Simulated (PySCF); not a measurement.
# O2 (oxygen): levels of theory compared

We compute a comparison of 6 runs (U-revPBE/aug-cc-pVTZ, UBHLYP/aug-cc-pVTZ, UCAM-B3LYP/aug-cc-pVTZ, UM06-2X/aug-cc-pVTZ, UTPSS/aug-cc-pVTZ, USCS-MP2/aug-cc-pVTZ) of O2 (oxygen). The job is set up through a Python script.

Program for the calculation: PySCF 2.14.0.

1 further run of the same task is left out (set aside as unsound or not needed).

### 1 The system as given

O2: 2 atoms, total charge 0, spin state triplet. SMILES: `O=O`. The shape is that of a GFN2-xTB optimisation.

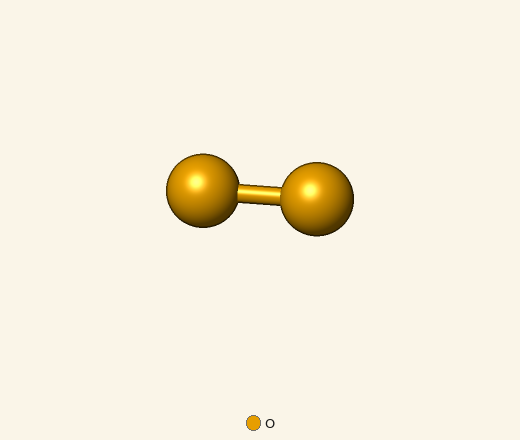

The structure, seen from a chosen angle (oxygen amber).

### 2 A single-point energy at U-revPBE/aug-cc-pVTZ (run 1)

job.py

```python
# O=O
from pyscf import gto, dft

system = gto.Mole()
system.atom = [
    ('O', (0.516930, -0.167240, 0.266250)),
    ('O', (-0.516930, 0.167240, -0.266250)),
]
system.spin = 2
system.max_memory = 1860
system.basis = 'aug-cc-pvtz'
system.verbose = 3
system.charge = 0
system.build()

mf = dft.UKS(system, xc='revpbe')
mf.conv_tol = 1e-10
mf.grids.level = 5
mf.kernel()
if not mf.converged:
    mf = mf.newton().run(mf.mo_coeff, mf.mo_occ)

energy = mf.e_tot
print(f'total energy: {energy:.8f} hartree')
```

Launch:

```console
$ OMP_NUM_THREADS=1 python job.py
```

Log:

```text
WARN: HOMO -0.233729333310755 >= LUMO -0.233729363074461

converged SCF energy = -150.352396522766  <S^2> = 2.005006  2S+1 = 3.0033355
total energy: -150.35239652 hartree
```

It took 6.6 s on 1 thread of AMD EPYC 7B13 (Zen 3), shared host; peak memory 0.43 GiB.

### 3 A single-point energy at UBHLYP/aug-cc-pVTZ (run 2)

start.xyz

```xyz
2

O      0.516930    -0.167240     0.266250
O     -0.516930     0.167240    -0.266250
```

calc.py

```python
from pyscf import gto, dft

molecule = gto.Mole()
molecule.atom = 'start.xyz'
molecule.verbose = 3
molecule.max_memory = 1860
molecule.basis = 'aug-cc-pvtz'
molecule.spin = 2
molecule.build()

mf = dft.UKS(molecule, xc='bhandhlyp')
mf.conv_tol = 1e-10
mf.grids.level = 5
mf.kernel()
if not mf.converged:
    mf = mf.newton().run(mf.mo_coeff, mf.mo_occ)

e_final = mf.e_tot
print('E = %.10f Eh' % e_final)
```

Launch:

```console
$ OMP_NUM_THREADS=1 python calc.py
```

Log:

```text
WARN: HOMO -0.247521571949332 >= LUMO -0.24752157599121

converged SCF energy = -150.307546692477  <S^2> = 2.0193524  2S+1 = 3.0128739
E = -150.3075466925 Eh
```

Run time: 6.6 s. Hardware: 1 thread of AMD EPYC 7B13 (Zen 3), shared host; peak memory 0.43 GiB.

Runs 3 to 5 aren't shown in full; the table further down has their settings and results.

### 4 The energy at USCS-MP2/aug-cc-pVTZ (run 6)

job.py

```python
from pyscf import gto, scf, mp

mol = gto.M(
    atom='''
O      0.516930    -0.167240     0.266250
O     -0.516930     0.167240    -0.266250
''',
    max_memory=1860,
    verbose=3,
    spin=2,
    basis='aug-cc-pvtz',
)

calc0 = scf.UHF(mol)
calc0.conv_tol = 1e-10
calc0.kernel()
if not calc0.converged:
    calc0 = calc0.newton().run(calc0.mo_coeff, calc0.mo_occ)

pt = mp.MP2(calc0, frozen=2).run()
energy = calc0.e_tot + 1.2 * pt.e_corr_os + pt.e_corr_ss / 3
print('E(%s) = %.9f' % ('SCS-MP2', energy))
```

Launch:

```console
$ OMP_NUM_THREADS=1 python job.py
```

Log:

```text
WARN: HOMO -0.219375825405492 >= LUMO -0.219375825405522

converged SCF energy = -149.677751363323  <S^2> = 2.0486852  2S+1 = 3.0322831
E(UMP2) = -150.120693826843  E_corr = -0.44294246351989
E(SCS-UMP2) = -150.098676657573  E_corr = -0.420925294250474
E(SCS-MP2) = -150.098676658
```

Run time: 3.3 s. Hardware: 1 thread of AMD EPYC 7B13 (Zen 3), shared host; peak memory 0.2 GiB.

### 5 The series

| run | level | integration grid | frozen core orbitals | energy (Eh) | dipole moment (D) of the reference | HOMO energy (eV) | LUMO energy (eV) | wall time |
| --- | --- | --- | --- | --- | --- | --- | --- | --- |
| 1 | U-revPBE/aug-cc-pVTZ | 5 | – | -150.352397 | 0.00 | -6.78 | -4.41 | 6.6 s |
| 2 | UBHLYP/aug-cc-pVTZ | 5 | – | -150.307547 | 0.00 | -11.31 | -1.46 | 6.6 s |
| 3 | UCAM-B3LYP/aug-cc-pVTZ | 5 | – | -150.339549 | 0.00 | -10.68 | -1.79 | 14 s |
| 4 | UM06-2X/aug-cc-pVTZ | 5 | – | -150.324157 | 0.00 | -11.07 | -1.70 | 14 s |
| 5 | UTPSS/aug-cc-pVTZ | 5 | – | -150.407083 | 0.00 | -7.03 | -4.32 | 12 s |
| 6 | USCS-MP2/aug-cc-pVTZ | – | 2 | -150.098677 | 0.00 | -15.25 | 2.41 | 3.3 s |

### 6 What came out

| quantity | value |
| --- | --- |
| run 6: total energy | -150.09868 Eh |
| run 6: dipole moment (Hartree–Fock density) | 0.00 D |
| run 6: HOMO energy (Hartree–Fock orbitals) (highest over α and β) | -15.25 eV |
| run 6: LUMO energy (Hartree–Fock orbitals) (lowest over α and β) | 2.41 eV |
| run 6: correlation energy (2 core orbitals frozen) | -420.9 mEh |
| run 6: ⟨S²⟩ of the reference determinant | 2.049 |

**Reading.** Totals of different functionals can't be ranked against each other. All runs together took 56 s, the longest 14 s.
